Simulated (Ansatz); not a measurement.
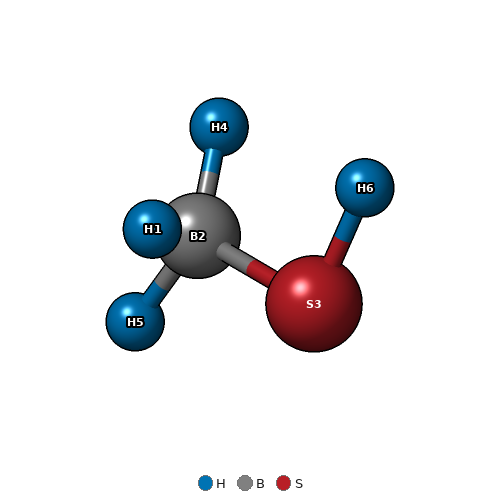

The system is the reacting system BH₄S, spin multiplicity 2; the picture shows the reference structure. Coordinates scanned: (1) distance H1–S3 (bond that forms); (2) distance H1–B2 (bond that breaks). Relaxed at each point: all other coordinates. The scan uses a 13 × 13 grid. Points are written as (first, second). Energies: eV, counted from the lowest grid point. Energies and slopes of some neighbouring points disagree (a jump in structure or state, or too coarse a mesh). The calculation used UKS PBE0-D4/def2-SVP (Ansatz 0.2.0).

Its coordinates:

```yaml
atoms:
  - { symbol: H, position_ang: [-0.7049, -0.4413, 0.8168] }
  - { symbol: B, position_ang: [-0.0526, 0.6665, 0.0266] }
  - { symbol: S, position_ang: [-0.1859, -1.0126, -0.8141] }
  - { symbol: H, position_ang: [1.0050, 0.9832, 0.5057] }
  - { symbol: H, position_ang: [-0.9211, 1.4196, -0.3294] }
  - { symbol: H, position_ang: [0.8596, -1.6153, -0.2057] }
```

Range: distance H1–S3 (bond that forms) from 1.224 to 3.024 Å; distance H1–B2 (bond that breaks) from 1.035 to 2.535 Å.

What landscape does the calculation give?

Answer. The lowest grid point is at (2.308 Å, 1.300 Å). The highest grid point, (1.224 Å, 1.035 Å), lies 3.34 eV above the lowest.

| second ↓, first → | 1.224 | 1.305 | 1.416 | 1.542 | 1.680 | 1.827 | 1.981 | 2.142 | 2.308 | 2.480 | 2.657 | 2.838 | 3.024 |
| --- | --- | --- | --- | --- | --- | --- | --- | --- | --- | --- | --- | --- | --- |
| 2.535 | 1.06 | 0.80 | 0.80 | 1.00 | 1.21 | 1.29 | 1.25 | 1.15 | 1.07 | 1.00 | 0.96 | 0.92 | 0.90 |
| 2.380 | 1.05 | 0.83 | 0.87 | 1.19 | 1.42 | 1.43 | 1.31 | 1.17 | 1.06 | 0.99 | 0.94 | 0.91 | 0.89 |
| 2.229 | 1.13 | 0.92 | 1.00 | 1.35 | 1.67 | 1.54 | 1.31 | 1.14 | 1.02 | 0.95 | 0.90 | 0.87 | 0.86 |
| 2.082 | 1.27 | 1.08 | 1.16 | 1.59 | 1.71 | 1.48 | 1.23 | 1.06 | 0.95 | 0.88 | 0.84 | 0.83 | 0.83 |
| 1.939 | 1.46 | 1.27 | 1.38 | 1.45 | 1.45 | 1.27 | 1.07 | 0.92 | 0.83 | 0.78 | 0.76 | 0.76 | 0.78 |
| 1.800 | 1.78 | 1.47 | 1.31 | 1.26 | 1.18 | 1.02 | 0.86 | 0.74 | 0.67 | 0.64 | 0.64 | 0.66 | 0.70 |
| 1.666 | 1.85 | 1.47 | 1.21 | 1.05 | 0.91 | 0.75 | 0.61 | 0.52 | 0.47 | 0.46 | 0.49 | 0.53 | 0.60 |
| 1.537 | 1.90 | 1.45 | 1.10 | 0.86 | 0.67 | 0.50 | 0.37 | 0.29 | 0.27 | 0.27 | 0.31 | 0.38 | 0.48 |
| 1.415 | 1.98 | 1.47 | 1.03 | 0.72 | 0.48 | 0.30 | 0.18 | 0.11 | 0.09 | 0.11 | 0.15 | 0.23 | 0.38 |
| 1.300 | 2.13 | 1.56 | 1.04 | 0.67 | 0.40 | 0.21 | 0.09 | 0.02 | 0.00 | 0.01 | 0.04 | 0.12 | 0.33 |
| 1.195 | 2.40 | 1.78 | 1.20 | 0.78 | 0.48 | 0.28 | 0.15 | 0.08 | 0.05 | 0.02 | 0.01 | 0.14 | 0.41 |
| 1.102 | 2.84 | 2.17 | 1.55 | 1.09 | 0.77 | 0.55 | 0.41 | 0.33 | 0.26 | 0.17 | 0.21 | 0.40 | 0.72 |
| 1.035 | 3.34 | 2.64 | 1.99 | 1.51 | 1.17 | 0.94 | 0.80 | 0.69 | 0.57 | 0.47 | 0.56 | 0.80 | 1.14 |

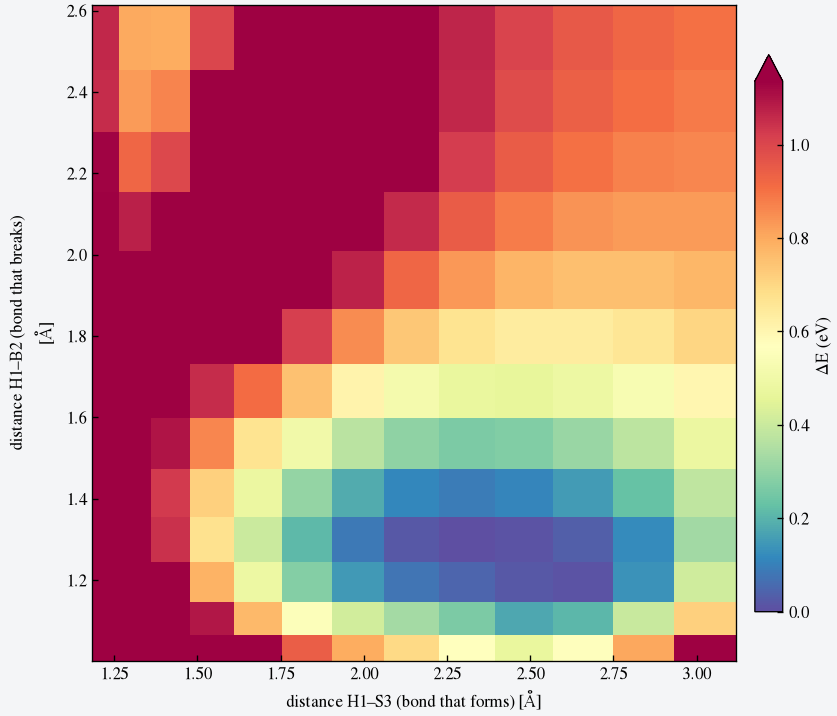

The picture shows one coloured cell a grid point, one colour for all values above the top of the scale.

Each point was launched as `ansatz run input.yaml --threads 1 --pin off --max-ram 2560MiB --backend cpu --events-out ev --progress --plain --runs-dir out`. Time for the 169 points that were run: 16 min on 1 thread of Intel(R) Xeon(R) 6975P-C (Granite Rapids) (shared host).
